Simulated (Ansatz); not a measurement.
# C3H8BF: the cost of one run

All numbers are computed with Ansatz 0.2.0, driven from Python. The levels of theory stand in the script.

### 1 The system

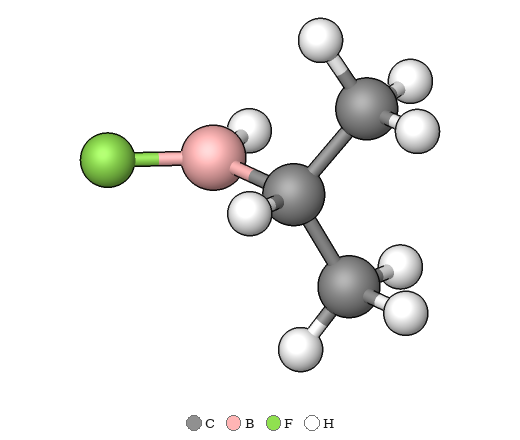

The starting structure, viewed from a chosen angle; carbon grey, boron pink, fluorine green, hydrogen white.

The script holds or builds the structure itself.

### 2 The script

The input, disp.py:

```python
import ansatz as az
from ase import Atoms

config = {
    "basis_set": "def2-SVP",
}


def main() -> None:
    atoms = Atoms(["C", "C", "C", "B", "F", "H", "H", "H", "H", "H", "H", "H", "H"], positions=[
        [-0.4509, -0.1391, -1.3192],
        [0.3697, -0.1264, -0.0741],
        [0.2362, 1.1996, 0.6792],
        [0.0277, -1.3366, 0.8639],
        [0.9089, -2.3967, 1.1534],
        [-1.5699, 0.0697, -1.0698],
        [-0.3679, -1.0432, -1.8927],
        [-0.1404, 0.753, -2.0029],
        [1.4355, -0.254, -0.3385],
        [0.9303, 1.1806, 1.6115],
        [0.586, 2.0398, 0.0665],
        [-0.758, 1.3947, 1.0359],
        [-1.1868, -1.3762, 1.3015],
    ])
    system = az.Crystal.molecule_from_ase(atoms)

    base = system.calculation().basis(gaussian=config["basis_set"])
    for name in ["pbe0", "revpbe"]:
        for correction in ("d3bj", "d4"):
            summary = base.functional(name, dispersion=correction).run(threads=1, pin="off").report
            print(f"{name:8s} {correction:5s} total {summary['free_energy_ev']:.5f} eV, of which dispersion {1000 * summary['dispersion']['energy']['ev']:.2f} meV")


if __name__ == "__main__":
    main()
```

### 3 The input behind the calls

The package turns the script's settings into the engine's input (first run):

```yaml
crystal:
  periodic: [false, false, false]
  atoms:
    - { symbol: C, position_ang: [-0.4509, -0.1391, -1.3192] }
    - { symbol: C, position_ang: [0.3697, -0.1264, -0.0741] }
    - { symbol: C, position_ang: [0.2362, 1.1996, 0.6792] }
    - { symbol: B, position_ang: [0.0277, -1.3366, 0.8639] }
    - { symbol: F, position_ang: [0.9089, -2.3967, 1.1534] }
    - { symbol: H, position_ang: [-1.5699, 0.0697, -1.0698] }
    - { symbol: H, position_ang: [-0.3679, -1.0432, -1.8927] }
    - { symbol: H, position_ang: [-0.1404, 0.753, -2.0029] }
    - { symbol: H, position_ang: [1.4355, -0.254, -0.3385] }
    - { symbol: H, position_ang: [0.9303, 1.1806, 1.6115] }
    - { symbol: H, position_ang: [0.586, 2.0398, 0.0665] }
    - { symbol: H, position_ang: [-0.758, 1.3947, 1.0359] }
    - { symbol: H, position_ang: [-1.1868, -1.3762, 1.3015] }
basis:
  gaussian:
    orbitals: def2-SVP
hamiltonian:
  xc: pbe0
  dispersion: d3bj
```

### 4 Running it

The run is started by

```bash
$ python disp.py
```

**Question.** How long does this script take on 1 thread of Arm Neoverse V2, shared host, and how much memory does it need?

About 10 s, with a peak of 0.26 GiB.
